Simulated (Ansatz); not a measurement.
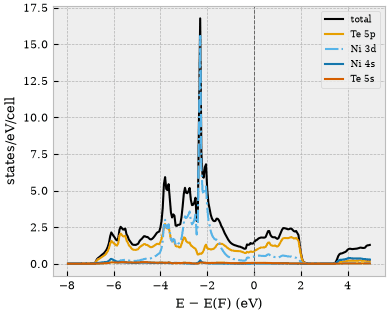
Figure. Total and projected density of states of NiTe₂ (CdI2 type, P-3m1), r²SCAN+D4 in the plane-wave PAW code Ansatz

Q: Which orbitals carry the states next to the Fermi level?

A: Within 0.5 eV of the Fermi level: Te 5p 62 %, Ni 3d 30 %. Projections are on Löwdin-orthogonalised atomic valence shells; empty p or d shells of many metals are not among them.

Q: Where is the tallest occupied peak in this window, and what makes it?

A: Near -2.3 eV, about 17 states/eV per cell; the largest projected share is Ni 3d.

The workflow started from an entry of the Crystallography Open Database (COD). Whether it is the stable phase at ambient conditions was not checked. The r²SCAN+D4 relaxation kept the symmetry of its start; whether a distortion lowers the energy is not shown. The workflow began spin-polarised and lost its moments. The cell computed holds one magnetic atom, so no antiferromagnetic order was within reach. Scalar-relativistic: spin–orbit coupling is off unless named, which matters more the heavier the elements.

Potentials: the later of the program's two PAW sets.
